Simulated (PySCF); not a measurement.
# C₅H₁₂FNSi (SMILES CCN([SiH2]F)C1CC1): what the fields show

```xyz
20

C    -2.1342   -0.9789   -0.4944
C    -1.2343    0.2182   -0.7967
N    -0.1689    0.4053    0.1695
Si   -0.5196    1.1283    1.6847
F     0.8721    1.6321    2.3129
C     0.9396   -0.4819   -0.0170
C     1.8461   -0.2586   -1.1943
C     2.3340    0.0171    0.1949
H    -1.5588   -1.9013   -0.4978
H    -2.5959   -0.8594    0.4828
H    -2.9159   -1.0566   -1.2459
H    -0.7830    0.0926   -1.7860
H    -1.8413    1.1263   -0.8091
H    -1.3187    2.3140    1.4204
H    -1.0523    0.2672    2.7394
H     0.7477   -1.5189    0.2550
H     2.2263   -1.1195   -1.7236
H     1.6446    0.5932   -1.8256
H     3.0512   -0.6552    0.6404
H     2.4562    1.0466    0.4873
```

Geometry: GFN2-xTB.

Method: PySCF, PBE0/pcSseg-1, SCF density, gas phase, non-relativistic.

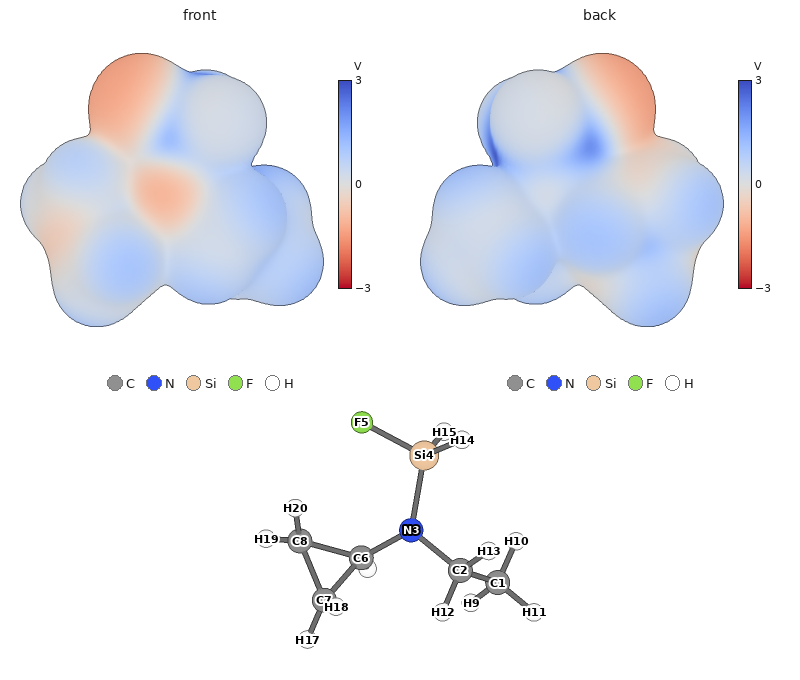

Figure 1. The molecular electrostatic potential painted on the density surface at 0.004 e/bohr³, seen from the front and from behind; the colour scale runs from red (negative) to blue (positive). The bare structure is drawn below in the same view.

> Where is the surface potential most negative and most positive?

The most negative region (about −1.3 V) lies over F5, the most positive (about +2.4 V) over Si4.

> What dipole moment does the calculation give?

Its dipole moment is 2.22 D.

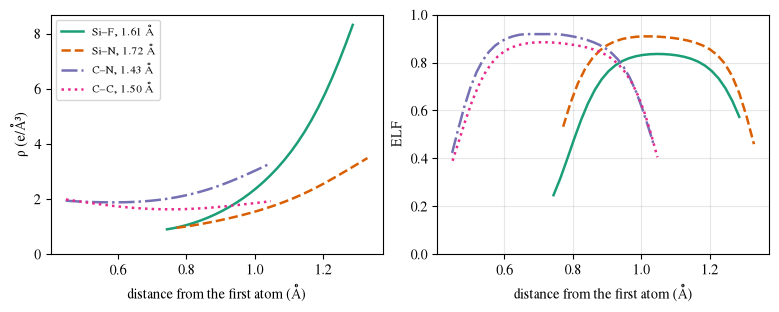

Figure 2. Total electron density and ELF along straight lines between neighbouring atoms. The curves leave out the atomic cores.

> What can be read from the curves?

Si–F (1.61 Å): ρ is about 1.1 e/Å³ halfway; the ELF peaks at about 0.85 in the valence shell of F, 0.6 Å from its nucleus, and is about 0.50 at the midpoint.
Si–N (1.72 Å): ρ at the midpoint is about 1.1 e/Å³; the ELF peaks at about 0.90 between the atoms, as expected for a polar covalent bond.
C–N (1.43 Å): the density is about 2 e/Å³ at the midpoint; the ELF peaks at about 0.90 between the atoms, as expected for a shared electron pair.
C–C (1.50 Å): the density is about 1.6 e/Å³ at the midpoint; the ELF peaks at about 0.90 between the atoms, as expected for a covalent bond.
